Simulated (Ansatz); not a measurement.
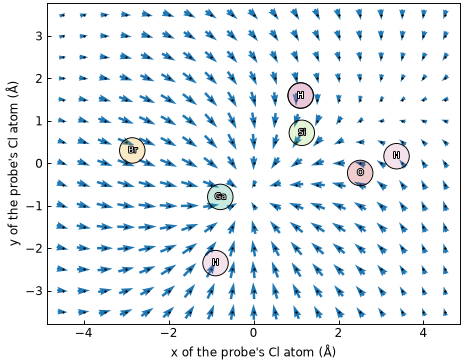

BrGaH₄OSi (SMILES O[SiH2][GaH][Br]) with the probe Cl-. The probe is moved over a plane parallel to the molecule's main plane, 4.30 Å above it. Coordinates scanned: (1) x of the probe's Cl atom; (2) y of the probe's Cl atom. Nothing is relaxed (molecule and probe rigid). The grid has 19 × 15 points. Points are written as (first, second). Method: Ansatz, RHF/def2-SVPD.

In the figure: dots at the grid points, arrows along the force (downhill), their lengths compressed, labelled circles for the molecule's atoms, projected on the plane.

> The arrows alone are given. Where is the energy lowest?

The arrows converge at about (−0.1 Å, −0.8 Å) (read from the interpolated surface).

The energy map of the same scan:

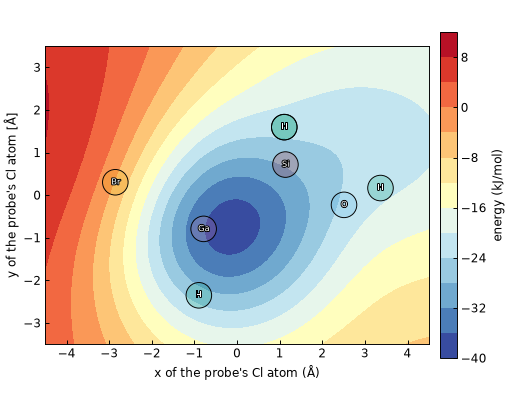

Energies are in kJ/mol, from molecule and probe far apart, each relaxed in its own basis (no counterpoise correction); between grid points the surface is interpolated.
